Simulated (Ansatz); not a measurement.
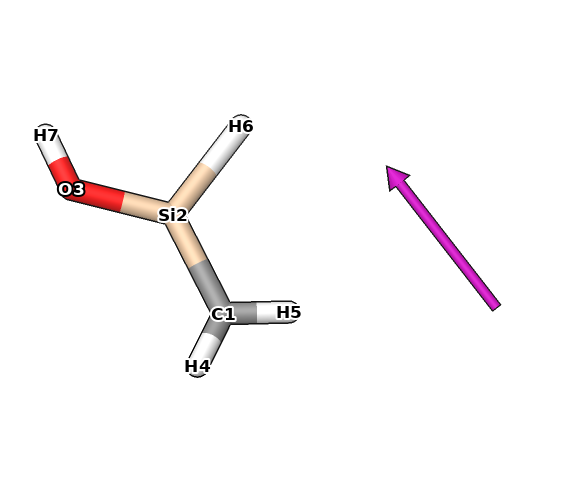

The arrow beside the molecule shows the direction of the dipole moment, from the negative to the positive end (its length means nothing). Geometry: atoms displaced at random (about 0.12 Å) from a stationary point of PBE0-D4. Properties computed with RKS r2SCAN-D4/def2-TZVPP (Ansatz 0.2.0).

**Estimate the dipole moment.**

2.60 D; it points from the side of H5 to the side of H7 (the outermost atoms at the two ends).
